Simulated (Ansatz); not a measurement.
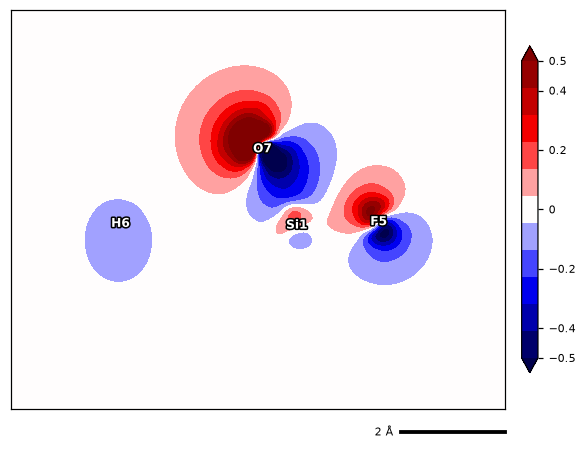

F3HOSi···H2. The HOMO−1 on the plane of atoms F5, Si1 and O7 (values in Å⁻³ᐟ²; the overall sign is arbitrary).

The product side of a reaction path; geometry: PBE0-D4/def2-TZVP.

Method: RKS PBE0-D4/def2-TZVPP in Ansatz.

| atom | x (Å) | y (Å) | z (Å) |
| --- | --- | --- | --- |
| Si | -0.2116 | 0.9091 | -0.0807 |
| H | -0.6917 | -2.5625 | 0.0035 |
| F | -0.8372 | 0.4847 | -1.4508 |
| F | -1.1225 | 0.3729 | 1.0829 |
| F | -0.2313 | 2.4783 | 0.0185 |
| H | -0.0146 | -2.4725 | -0.2977 |
| O | 1.2777 | 0.3150 | -0.0203 |
| H | 1.8313 | 0.4748 | 0.7446 |

### Describe this orbital and give its energy.

By Hirshfeld shares it lies mainly on O7 (about 65 %), Si1 (about 10 %), F4 (about 10 %) and F5 (about 5 %); largely a lone pair of O7. Its energy is −11.46 eV.
